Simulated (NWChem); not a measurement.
**One shape, several levels: C5H6 (2-methyl-1-buten-3-yne)**

Wanted: a comparison of 6 runs (M06-2X/def2-SVP, B2PLYP/def2-SVP, B3LYP/def2-SVP, BHLYP/def2-SVP, CAM-B3LYP/def2-SVP, PBE0/def2-SVP) of C5H6 (2-methyl-1-buten-3-yne). 

The calculation is run with NWChem 7.3.0.

2 further runs of the same task are left out: 2 set aside as unsound or not needed.

**1. Starting point**

C5H6: 11 atoms, total charge 0, spin state singlet. SMILES: `C#CC(=C)C`. The C2–C3 distance was set to 2.139 Å, away from the relaxed value. At this shape a bond of the SMILES string is far longer than usual.

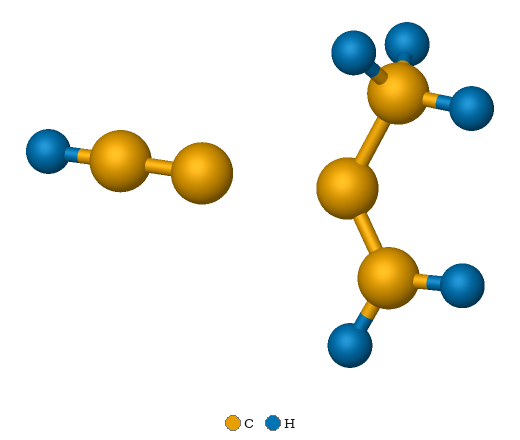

The structure, seen from a chosen angle (carbon amber, hydrogen blue).

**2. The energy at M06-2X/def2-SVP (run 1)**

m1.nw reads:

```
start m1
memory total 2200 mb
charge 0

geometry units atomic noautosym nocenter noautoz
  C  -3.21618725  4.35114165  2.50915189
  C  -2.16096418  2.59445224  1.52517150
  C  -0.13795001 -0.44956585 -0.19936611
  C  -1.35757925 -2.47459636 -1.07884464
  C   2.67679706 -0.15155604 -0.34563091
  H  -4.17579018  5.89145741  3.37559132
  H  -0.33051310 -4.01623493 -1.95246503
  H  -3.39262531 -2.63390027 -0.94599690
  H   3.48200936  0.07596699  1.54296138
  H   3.17228325  1.54012679 -1.42182994
  H   3.54153573 -1.79108242 -1.24551849
end

basis "ao basis" spherical bse
  * library def2-SVP
end

dft
  xc m06-2x
  grid fine
  convergence energy 1e-08
  maxiter 100
  mulliken
  print low
end

task dft energy
```

Started as:

```
nwchem m1.nw > m1.out
```

Output:

```text
[...]
 d= 0,ls=0.0,diis     1   -193.6300402891 -3.24D+02  9.46D-03  3.94D-01     2.6
[...]
 d= 0,ls=0.0,diis    10   -193.6964971979 -2.02D-09  7.04D-07  3.10D-09    18.2
         Total DFT energy =     -193.696497197948
      One electron energy =     -517.377543251981
           Coulomb energy =      221.902656886999
    Exchange-Corr. energy =      -28.943084014196
 Nuclear repulsion energy =      130.721473181230
[...]
      Total Density - Mulliken Population Analysis
     ---------------------------------------------
    Atom       Charge   Shell Charges
 -----------   ------   -------------------------------------------------------
    1 C    6     6.34   1.99  0.88  0.61  2.02  0.82  0.02
    2 C    6     5.88   1.99  0.88  0.24  1.87  0.87  0.03
    3 C    6     6.10   1.99  0.94  0.28  1.85  1.00  0.04
    4 C    6     6.06   1.99  0.88  0.26  2.06  0.85  0.02
    5 C    6     6.02   1.99  0.88  0.13  2.12  0.87  0.03
    6 H    1     0.97   0.74  0.20  0.03
    7 H    1     0.93   0.74  0.17  0.02
    8 H    1     0.92   0.74  0.16  0.02
    9 H    1     0.92   0.74  0.17  0.02
   10 H    1     0.92   0.74  0.17  0.02
[...]
```

Run time: 19 s. Hardware: 1 thread of Intel Xeon 6975P-C (Granite Rapids), shared host; peak memory 0.11 GiB.

**3. The energy at B2PLYP/def2-SVP (run 2)**

struct.nw reads:

```
start struct
memory stack 880 mb heap 220 mb global 1100 mb

geometry units angstroms noautosym nocenter noautoz
  C     -1.701933     2.302525     1.327786
  C     -1.143533     1.372925     0.807086
  C     -0.073000    -0.237900    -0.105500
  C     -0.718400    -1.309500    -0.570900
  C      1.416500    -0.080200    -0.182900
  H     -2.209733     3.117625     1.786286
  H     -0.174900    -2.125300    -1.033200
  H     -1.795300    -1.393800    -0.500600
  H      1.842600     0.040200     0.816500
  H      1.678700     0.815000    -0.752400
  H      1.874100    -0.947800    -0.659100
end

basis spherical bse
  C library def2-SVP
  H library def2-SVP
end

dft
  xc hfexch 0.53 becke88 0.47 lyp 0.73 mp2 0.27
  dftmp2 semidirect
  mult 1
  grid fine
  convergence energy 1e-08
  iterations 100
  mulliken
end

mp2
  freeze core 5
end

task dft energy
```

Started as:

```
nwchem struct.nw > struct.out
```

Output:

```text
[...]
          Wavefunction type:  closed shell.
          No. of atoms     :    11
          No. of electrons :    36
[...]
          Charge           :     0
          Spin multiplicity:     1
[...]
          AO basis - number of functions:   100
[...]
              XC Information
              --------------
                     Hartree-Fock (Exact) Exchange  0.530
                    Becke 1988 Exchange Functional  0.470
              Lee-Yang-Parr Correlation Functional  0.730
[...]
 d= 0,ls=0.0,diis     1   -193.2784093392 -3.24D+02  9.61D-03  4.05D-01     1.5
[...]
 d= 0,ls=0.0,diis    10   -193.3491151750 -4.23D-09  1.35D-06  9.98D-09    13.7
         Total DFT energy =     -193.349115175046
      One electron energy =     -517.258072779338
           Coulomb energy =      221.787290323970
    Exchange-Corr. energy =      -28.599815333075
 Nuclear repulsion energy =      130.721482613398
[...]
      Total Density - Mulliken Population Analysis
     ---------------------------------------------
    Atom       Charge   Shell Charges
 -----------   ------   -------------------------------------------------------
    1 C    6     6.35   1.99  0.88  0.56  2.00  0.89  0.03
    2 C    6     5.89   1.99  0.88  0.18  1.86  0.96  0.03
    3 C    6     6.08   1.99  0.94  0.28  1.84  0.99  0.04
    4 C    6     6.03   1.99  0.89  0.23  2.04  0.85  0.03
    5 C    6     5.95   1.99  0.89  0.10  2.11  0.83  0.03
    6 H    1     0.97   0.74  0.20  0.03
    7 H    1     0.94   0.74  0.18  0.03
    8 H    1     0.93   0.74  0.17  0.03
    9 H    1     0.95   0.74  0.18  0.02
   10 H    1     0.95   0.74  0.18  0.02
[...]
  Basis functions       =    100
[...]
```

Run time: 16 s. Hardware: 1 thread of Intel Xeon 6975P-C (Granite Rapids), shared host; peak memory 0.3 GiB.

Run 3 isn't shown in full; the table further down has it.

**4. The energy at BHLYP/def2-SVP (run 4)**

a.xyz reads:

```xyz
11

C     -1.701933     2.302525     1.327786
C     -1.143533     1.372925     0.807086
C     -0.073000    -0.237900    -0.105500
C     -0.718400    -1.309500    -0.570900
C      1.416500    -0.080200    -0.182900
H     -2.209733     3.117625     1.786286
H     -0.174900    -2.125300    -1.033200
H     -1.795300    -1.393800    -0.500600
H      1.842600     0.040200     0.816500
H      1.678700     0.815000    -0.752400
H      1.874100    -0.947800    -0.659100
```

a.nw reads:

```
start a
memory 2200 mb
charge 0
geometry units angstrom noautosym nocenter noautoz
  load a.xyz
end
basis "ao basis" spherical bse
  C library def2-SVP
  H library def2-SVP
end
dft
  xc bhlyp
  grid fine
  convergence energy 1e-08
  maxiter 100
  mulliken
end
task dft energy
```

Started as:

```
nwchem a.nw > a.out
```

Output:

```text
[...]
          Wavefunction type:  closed shell.
          No. of atoms     :    11
          No. of electrons :    36
[...]
          Charge           :     0
          Spin multiplicity:     1
[...]
          AO basis - number of functions:   100
[...]
              XC Information
              --------------
                        BHLYP Method XC Functional
                     Hartree-Fock (Exact) Exchange  0.500
                        Slater Exchange Functional  0.500 local
                    Becke 1988 Exchange Functional  0.500 non-local
              Lee-Yang-Parr Correlation Functional  1.000
[...]
 d= 0,ls=0.0,diis     1   -193.5911804454 -3.24D+02  9.74D-03  4.11D-01     1.5
[...]
 d= 0,ls=0.0,diis    10   -193.6620061517 -2.57D-09  1.03D-06  4.55D-09    14.3
         Total DFT energy =     -193.662006151689
      One electron energy =     -517.358546977263
           Coulomb energy =      221.894939717278
    Exchange-Corr. energy =      -28.919881505102
 Nuclear repulsion energy =      130.721482613398
[...]
      Total Density - Mulliken Population Analysis
     ---------------------------------------------
    Atom       Charge   Shell Charges
 -----------   ------   -------------------------------------------------------
    1 C    6     6.35   1.99  0.89  0.57  2.01  0.88  0.03
    2 C    6     5.89   1.99  0.88  0.18  1.87  0.94  0.03
    3 C    6     6.08   1.99  0.94  0.28  1.85  0.98  0.04
    4 C    6     6.03   1.99  0.89  0.23  2.05  0.85  0.03
    5 C    6     5.96   1.99  0.89  0.10  2.11  0.83  0.03
    6 H    1     0.97   0.74  0.20  0.03
    7 H    1     0.94   0.74  0.18  0.03
    8 H    1     0.93   0.74  0.17  0.03
    9 H    1     0.94   0.74  0.18  0.02
   10 H    1     0.94   0.74  0.18  0.02
[...]
```

Wall time 15 s (1 thread of Intel Xeon 6975P-C (Granite Rapids), shared host); peak memory 0.12 GiB.

Run 5 isn't shown in full; the table further down has it.

**5. A single-point energy at PBE0/def2-SVP (run 6)**

run.py reads:

```python
from ase import Atoms
from ase.calculators.nwchem import NWChem

atoms = Atoms(['C', 'C', 'C', 'C', 'C', 'H', 'H', 'H', 'H', 'H', 'H'], positions=[
    [-1.701933, 2.302525, 1.327786],
    [-1.143533, 1.372925, 0.807086],
    [-0.073000, -0.237900, -0.105500],
    [-0.718400, -1.309500, -0.570900],
    [1.416500, -0.080200, -0.182900],
    [-2.209733, 3.117625, 1.786286],
    [-0.174900, -2.125300, -1.033200],
    [-1.795300, -1.393800, -0.500600],
    [1.842600, 0.040200, 0.816500],
    [1.678700, 0.815000, -0.752400],
    [1.874100, -0.947800, -0.659100],
])

calc = NWChem(
    label='c5h6',
    theory='dft',
    memory='2200 mb',
    basis='def2-SVP',
    basispar='spherical bse',
    dft={'xc': 'pbe0', 'mult': '1', 'grid': 'fine', 'convergence': 'energy 1e-08', 'iterations': '100', 'mulliken': None},
    task='energy',
)
atoms.calc = calc

e = atoms.get_potential_energy()
print(f"E = {e:.6f} eV")
print("dipole (e A):", atoms.get_dipole_moment().round(4))
```

Started as:

```
export ASE_NWCHEM_COMMAND="nwchem PREFIX.nwi > PREFIX.nwo"
python run.py
```

Output:

```text
E = -5266.748221 eV
dipole (e A): [ 0.2849 -0.2884 -0.1732]
```

The calculator wrote c5h6.nwi:

```
title "c5h6"

permanent_dir c5h6

scratch_dir c5h6

start c5h6

geometry units angstrom nocenter noautosym noautoz
  C  -1.7019329999999999e+00 2.3025250000000002e+00 1.3277859999999999e+00
  C  -1.1435329999999999e+00 1.3729250000000000e+00 8.0708599999999997e-01
  C  -7.2999999999999995e-02 -2.3790000000000000e-01 -1.0550000000000000e-01
  C  -7.1840000000000004e-01 -1.3095000000000001e+00 -5.7089999999999996e-01
  C  1.4165000000000001e+00 -8.0199999999999994e-02 -1.8290000000000001e-01
  H  -2.2097329999999999e+00 3.1176249999999999e+00 1.7862860000000000e+00
  H  -1.7490000000000000e-01 -2.1253000000000002e+00 -1.0331999999999999e+00
  H  -1.7952999999999999e+00 -1.3937999999999999e+00 -5.0060000000000004e-01
  H  1.8426000000000000e+00 4.0200000000000000e-02 8.1650000000000000e-01
  H  1.6787000000000001e+00 8.1499999999999995e-01 -7.5239999999999996e-01
  H  1.8741000000000001e+00 -9.4779999999999998e-01 -6.5910000000000002e-01
end

memory 2200 mb

basis spherical bse noprint
   * library def2-SVP
end

dft
  xc pbe0
  mult 1
  grid fine
  convergence energy 1e-08
  iterations 100
  mulliken
end

task dft energy
```

c5h6.nwo:

```text
Northwest Computational Chemistry Package (NWChem) 7.3.0
             --------------------------------------------------------

           Job information
           ---------------

    nwchem branch   = 7.3.0
    use scalapack   = T
    input           = c5h6.nwi
    prefix          = c5h6.
    data base       = c5h6/c5h6.db
    status          = startup
    nproc           =        1

           Memory information
           ------------------

    heap     =     72089598 doubles =      550.0 Mbytes
    stack    =     72089595 doubles =      550.0 Mbytes
    global   =    144179200 doubles =     1100.0 Mbytes (distinct from heap & stack)
    total    =    288358393 doubles =     2200.0 Mbytes
    verify   = yes
    hardfail = no

           Directory information
           ---------------------

  0 permanent = c5h6
  0 scratch   = c5h6

                                NWChem Input Module
                                -------------------

                                       c5h6
                                       ----

[... 88 lines left out ...]
  convergence criterion.
[... 17 lines left out ...]
          Convergence on energy requested:  1.00D-08
[... 1 line left out ...]
          Convergence on gradient requested:  5.00D-04
[... 22 lines left out ...]
          Convergence Information
[... 2 lines left out ...]
          total energy or number of iterations.
[... 27 lines left out ...]
 1-e energy   =    -513.144326
[... 27 lines left out ...]
   convergence    iter        energy       DeltaE   RMS-Dens  Diis-err    time
[... 15 lines left out ...]
      One electron energy =     -517.486736386537
[... 1 line left out ...]
    Exchange-Corr. energy =      -28.797818915356
[... 6 lines left out ...]
                       DFT Final Molecular Orbital Analysis
[... 717 lines left out ...]
     -------------------------------------------
      Total Density - Lowdin Population Analysis
     -------------------------------------------

    Atom       Charge   Shell Charges
 -----------   ------   -------------------------------------------------------
    1 C    6     6.11   1.97  0.62  0.36  1.83  1.28  0.05
    2 C    6     6.10   1.97  0.67  0.42  1.72  1.28  0.05
    3 C    6     5.94   1.97  0.65  0.34  1.69  1.20  0.08
[... 7 lines of this table left out ...]
   11 H    1     0.95   0.63  0.25  0.07

 center of mass
 --------------
 x =  -0.72729668 y =   0.68886651 z =   0.42808118

 moments of inertia (a.u.)
 ------------------
         546.130242391234         181.580211526110         122.920306492235
         181.580211526110         447.306294884611        -223.376161641267
         122.920306492235        -223.376161641267         734.504983893954

     Multipole analysis of the density
     ---------------------------------

     L   x y z        total         alpha         beta         nuclear
     -   - - -        -----         -----         ----         -------
     0   0 0 0     -0.000000    -18.000000    -18.000000     36.000000

     1   1 0 0      0.538421     11.708411     11.708411    -22.878400
[... 8 lines of this table left out ...]
     2   0 0 2    -23.558440    -52.642174    -52.642174     81.725909

 Task  times  cpu:       15.7s     wall:       15.7s
 Total times  cpu:       15.8s     wall:       15.8s
```

Wall time 17 s (1 thread of Intel Xeon 6975P-C (Granite Rapids), shared host); peak memory 0.12 GiB.

**6. Overview of the runs**

```
run               level  frozen core orbitals  energy (Eh)  wall time
  1     M06-2X/def2-SVP                     –  -193.696497       19 s
  2     B2PLYP/def2-SVP                     5  -193.574522       16 s
  3      B3LYP/def2-SVP                     –  -193.802244       17 s
  4      BHLYP/def2-SVP                     –  -193.662006       15 s
  5  CAM-B3LYP/def2-SVP                     –  -193.672640       39 s
  6       PBE0/def2-SVP                     –  -193.549429       17 s
```

**7. Outcome**

| quantity | value |
| --- | --- |
| run 6: total energy | -193.54943 Eh |
| run 6: dipole moment | 2.12 D |
| run 6: HOMO energy | -7.57 eV |
| run 6: LUMO energy | -1.32 eV |
| run 6: HOMO–LUMO gap | 6.24 eV |

In words: Over runs 2, 3, 4, 5, 6 the dipole moment (its size) runs from 2.12 D (B3LYP/def2-SVP) to 2.26 D (B2PLYP/def2-SVP). A double hybrid's value is that of its SCF part. Over runs 2, 3, 4, 5, 6 the HOMO–LUMO gap runs from 5.68 eV (B3LYP/def2-SVP) to 8.81 eV (CAM-B3LYP/def2-SVP). Totals of different functionals can't be ranked against each other. All runs together took 2 min, the longest 39 s.
